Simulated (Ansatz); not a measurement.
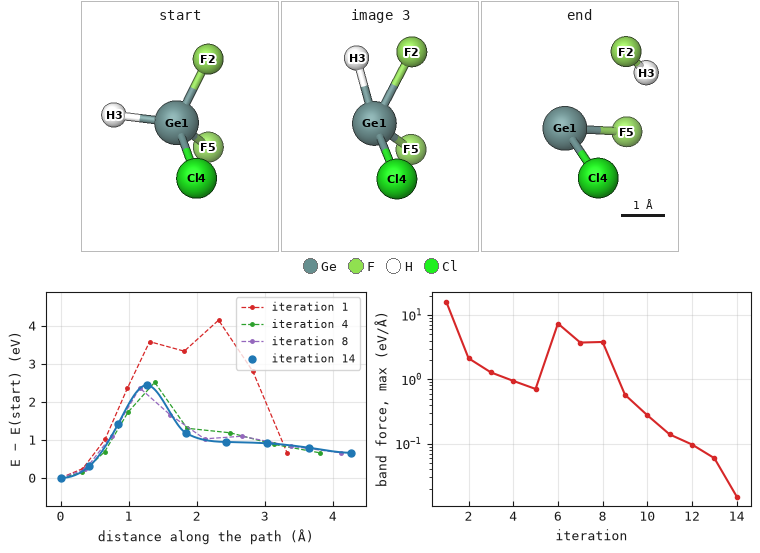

A search for the minimum-energy path of GeHClF2 by the nudged elastic band. Images are numbered from 0 (start) to 8 (end). The plot follows the band through its iterations. The picture is a ball-and-stick view, seen from a free direction.

Theory: RKS PBE0/def2-SVP (Ansatz 0.2.0).

Input
```yaml
crystal:
  periodic: [false, false, false]
  atoms:
    - { symbol: Ge, position_ang: [0.296896, 0.044417, 0.116939] }
    - { symbol: F, position_ang: [0.291258, 0.029498, 1.835948] }
    - { symbol: H, position_ang: [1.722234, -0.001049, -0.41144] }
    - { symbol: Cl, position_ang: [-0.807495, 1.735738, -0.527794] }
    - { symbol: F, position_ang: [-0.563792, -1.368003, -0.348854] }
basis:
  gaussian: { orbitals: def2-SVP }
hamiltonian:
  xc: pbe0
neb:
  order_check: false
  images: 7
  f_tol: 0.05
  max_iterations: 60
  spring: 0.1
  final_atoms:
    - { symbol: Ge, position_ang: [0.56045221, 0.5157029, -0.92700085] }
    - { symbol: F, position_ang: [1.10349749, 0.02319933, 1.32420461] }
    - { symbol: H, position_ang: [0.5754261, -0.72583077, 1.07843812] }
    - { symbol: Cl, position_ang: [-1.19177466, 1.72078174, -0.39671142] }
    - { symbol: F, position_ang: [-0.10850013, -1.09325221, -0.41413145] }
  initial_path:
    images:
      - { positions_ang: [[0.296896, 0.044417, 0.116939], [0.291258, 0.029498, 1.835948], [1.722234, -0.001049, -0.41144], [-0.807495, 1.735738, -0.527794], [-0.563792, -1.368003, -0.348854]] }
      - { positions_ang: [[0.22271728, 0.03335292, 0.0876139], [0.48709337, 0.02207247, 1.76252833], [1.71600534, -0.00124824, -0.20188662], [-0.86594113, 1.75494148, -0.5816732], [-0.62077386, -1.36851763, -0.40178341]] }
      - { positions_ang: [[0.14853856, 0.02228883, 0.0582888], [0.68292873, 0.01464695, 1.68910866], [1.70977668, -0.00144747, 0.00766676], [-0.92438725, 1.77414496, -0.6355524], [-0.67775571, -1.36903227, -0.45471281]] }
      - { positions_ang: [[0.07435984, 0.01122475, 0.0289637], [0.8787641, 0.00722142, 1.61568899], [1.70354802, -0.00164671, 0.21722014], [-0.98283338, 1.79334844, -0.68943161], [-0.73473757, -1.3695469, -0.50764222]] }
      - { positions_ang: [[0.00018111, 0.00016067, -0.0003614], [1.07459946, -0.00020411, 1.54226932], [1.69731936, -0.00184594, 0.42677352], [-1.04127951, 1.81255192, -0.74331081], [-0.79171943, -1.37006154, -0.56057163]] }
      - { positions_ang: [[0.14024889, 0.12904623, -0.23202126], [1.08182397, 0.00564675, 1.48775314], [1.41684605, -0.18284215, 0.58968967], [-1.0789033, 1.78960937, -0.65666096], [-0.6209146, -1.30085921, -0.52396158]] }
      - { positions_ang: [[0.28031666, 0.25793179, -0.46368113], [1.08904847, 0.01149761, 1.43323696], [1.13637273, -0.36383835, 0.75260582], [-1.11652708, 1.76666683, -0.57001112], [-0.45010978, -1.23165687, -0.48735154]] }
      - { positions_ang: [[0.42038443, 0.38681735, -0.69534099], [1.09627298, 0.01734847, 1.37872078], [0.85589942, -0.54483456, 0.91552197], [-1.15415087, 1.74372429, -0.48336127], [-0.27930496, -1.16245454, -0.45074149]] }
      - { positions_ang: [[0.56045221, 0.5157029, -0.92700085], [1.10349749, 0.02319933, 1.32420461], [0.5754261, -0.72583077, 1.07843812], [-1.19177466, 1.72078174, -0.39671142], [-0.10850013, -1.09325221, -0.41413145]] }
```

Run as
```bash
ansatz run input.yaml --threads 2 --pin off --max-ram 3072MiB --backend cpu --events-out ev --progress --plain --runs-dir out
```

> Judge this run.

The run is converged, with reservations. The band converged in 14 iterations. The largest component of the band force went from 16 to 0.015 eV/Å. The climbing image converged on the top of the path. Its curvatures weren't checked. The spring constant is far from the usual few eV/Å², which spoils the spacing or the steps. The first iteration put the highest image at 4.15 eV. The highest point, image 3, lies 2.44 eV above the start and 1.78 eV above the end; the end is at +0.66 eV relative to the start.

The run took 3.4 min on 2 threads of Arm Neoverse V1 (shared host), peak memory 0.16 GiB.
